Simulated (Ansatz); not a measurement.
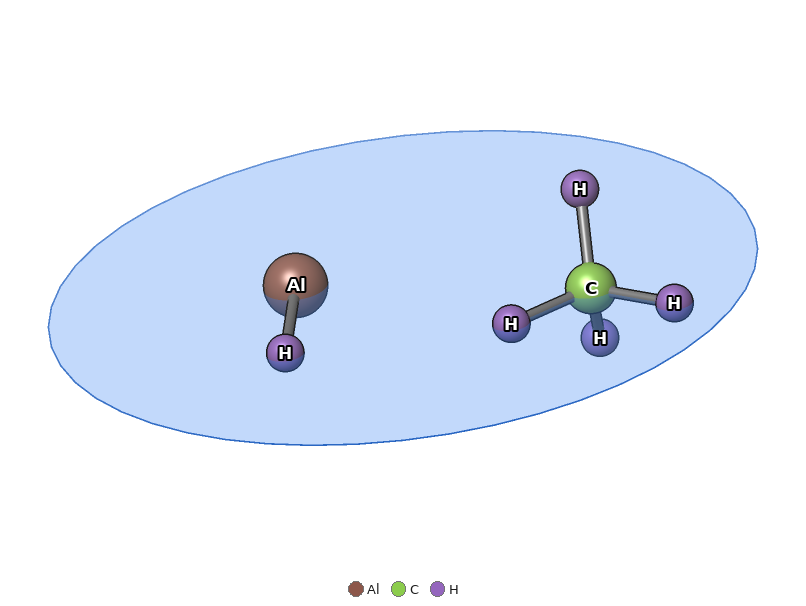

All proper rotation axes (lines) and mirror planes (discs) of the structure are drawn in. Atoms fade into the background with distance from the viewer. Computed geometry: PBE0-D4/def2-TZVP optimisation.

Question: Name the symmetry elements and the point group.

Answer: It has 1 mirror plane. Point group Cs. The group has 2 operations. The geometry is achiral, and symmetry allows a dipole moment.
